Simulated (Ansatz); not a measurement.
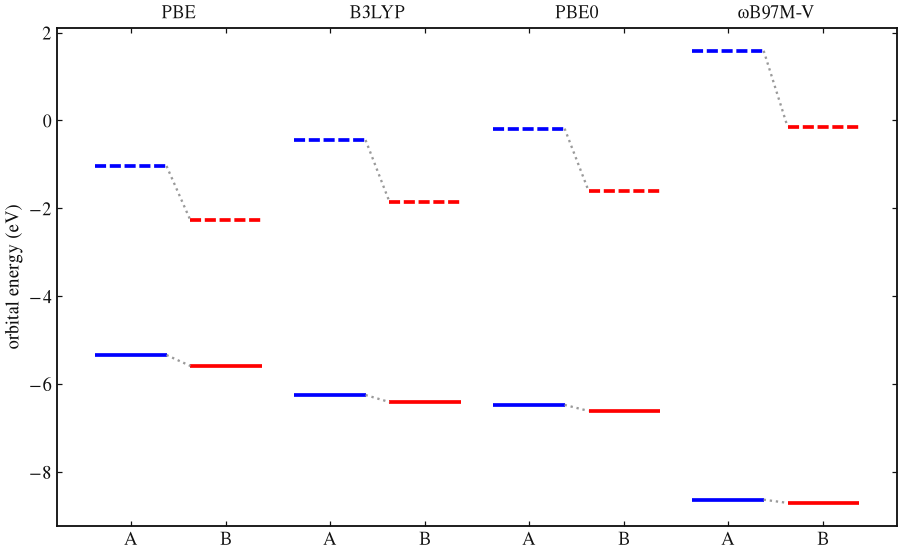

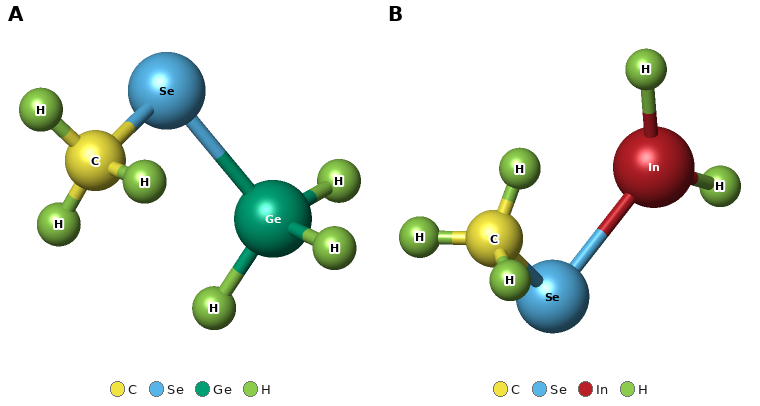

One change: A, CH₆GeSe (SMILES C[Se][GeH3]), becomes B, CH₅InSe (SMILES C[Se][InH2]). GeH₃ on Se is replaced by InH₂. HOMO (solid) and LUMO (dashed) computed in def2-TZVPP at PBE0-D4/def2-TZVP geometries, both minima by their frequencies, gas phase, the Ansatz code 0.2.0. Empty levels above zero depend strongly on the basis.

### What does the change do to HOMO and LUMO?

PBE: the HOMO falls by 0.25 eV, the LUMO falls by 1.24 eV, and the separation goes from 4.30 to 3.31 eV. B3LYP: the HOMO falls by 0.16 eV, the LUMO falls by 1.41 eV, and the separation goes from 5.80 to 4.56 eV. PBE0: the HOMO falls by 0.14 eV, the LUMO falls by 1.41 eV, and the separation goes from 6.29 to 5.01 eV. ωB97M-V: the HOMO falls by 0.07 eV, the LUMO falls by 1.73 eV, and the separation goes from 10.22 to 8.56 eV.

### Do the functionals agree on the effect?

They agree on the direction for both levels; the HOMO shift lies between −0.25 and −0.07 eV and the LUMO shift between −1.73 and −1.24 eV, while the separations themselves differ by up to 5.9 eV between functionals.

Note: core potentials past krypton; spin-orbit coupling is left out, and with In it can shift these values.
